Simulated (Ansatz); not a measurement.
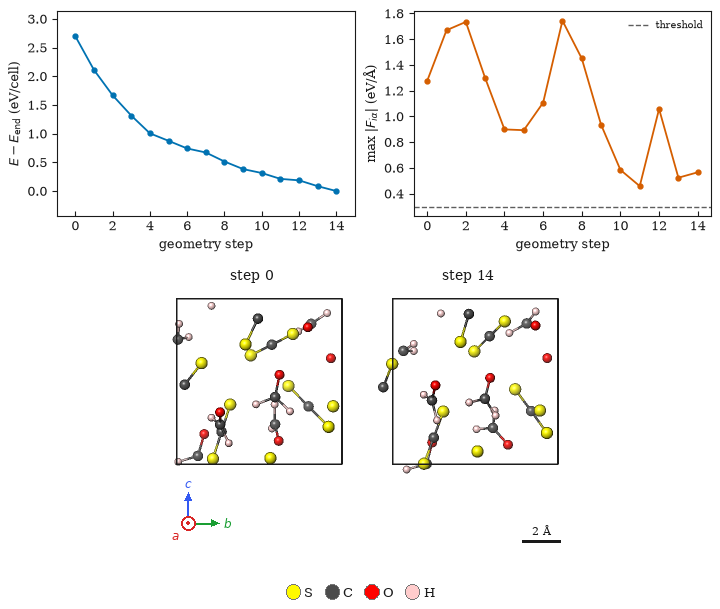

First and last geometry of a relaxation of an amorphous cell of composition H$_{12}$C$_{11}$S$_{10}$O$_{6}$, with the history of the run. A ball-and-stick model of the cell of the calculation, seen along the a axis.

The cell holds 5 CS2 + 6 H2CO. The run prepares the start of a later molecular dynamics calculation, from a guessed geometry.

The calculation used Ansatz 0.2.0, DFT PBE, scalar-relativistic, plane waves, PAW. Set-up: plane-wave cutoff 420 eV; k-point mesh 1 × 1 × 1; occupations fermi dirac; smearing width 0.02 eV; no spin polarisation; atoms relaxed in a fixed cell; force threshold 0.3 eV/Å; at most 15 steps.

### Read the history and describe the run.

The relaxation stopped without meeting its thresholds, so the last structure isn't shown to be converged. It used up its limit of 15 steps. The largest move is that of an H atom, 1.60 Å along [2 −1 3]. Largest moves by element: H 1.60 Å, O 1.57 Å, C 1.52 Å, S 1.38 Å. The cell doesn't change. Among the contacts that change: C–H 1.104 → 1.116 Å, C–S 1.561 → 1.551 Å, C–S 1.561 → 1.571 Å, C–O 1.220 → 1.211 Å. Over 14 geometry steps the energy falls by 2.699 eV per cell of the calculation. Largest force component: 1.3 eV/Å at the start, 0.57 eV/Å at the end. Cost: 33 s on 1 thread of AMD EPYC 9R45 96-Core Processor (Zen 5), with other jobs on the host, peak memory 0.63 GiB.

Limits of the set-up: the program's low-accuracy preset was used.
